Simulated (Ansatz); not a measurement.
```xyz
5

C     0.568    1.267    0.286
C     0.082    0.176    0.042
O    -0.422   -0.954   -0.211
Na   -1.221   -2.708   -0.615
H     0.993    2.218    0.498
```

Where will the first 5 clear peaks of this molecule's radial distribution curve from gas electron diffraction lie, and which pairs make them?

Answer. Peak 1, 1.24 Å: C–C 1.22 Å, O–C 1.26 Å
Peak 2, 1.97 Å: Na–O 1.97 Å
Peak 3, 2.48 Å: C···H 2.28 Å, O···C 2.48 Å, not resolved
Peak 4, 3.23 Å: Na···C 3.23 Å; in its flanks O···H 3.54 Å
Peak 5, 4.45 Å: Na···C 4.45 Å

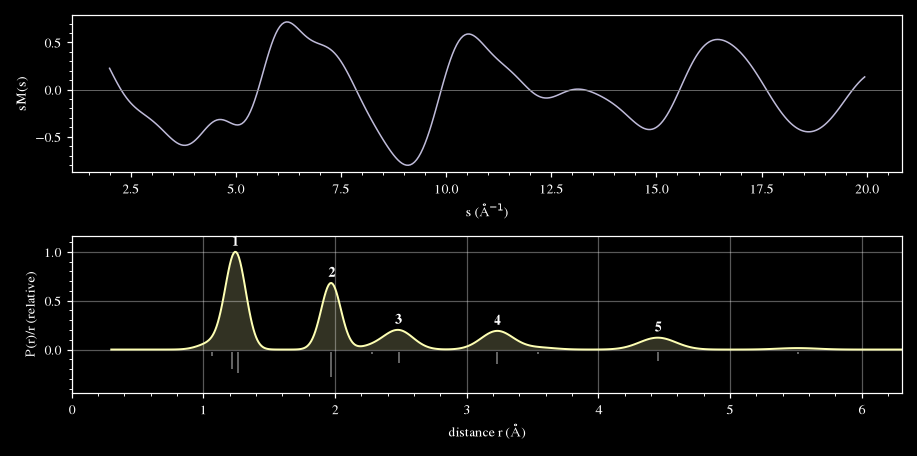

Simulated gas electron diffraction: reduced molecular intensity sM(s) from the Debye equation in the first Born approximation (top) and the radial distribution curve (bottom) of C2HNaO. Each pair of atoms contributes with weight ZᵢZⱼ/r (bars below the curve); damping constant 0.0015 Å²; vibrational amplitudes assumed, not computed: 0.05 Å for bonds, 0.078 Å for bonds to H, 0.06 + 0.015 r up to 0.15 Å for other pairs. The geometry is the end point of an optimisation (RKS PBE0/6-31G* in Ansatz 0.2.0); it may be a saddle point or a higher isomer.
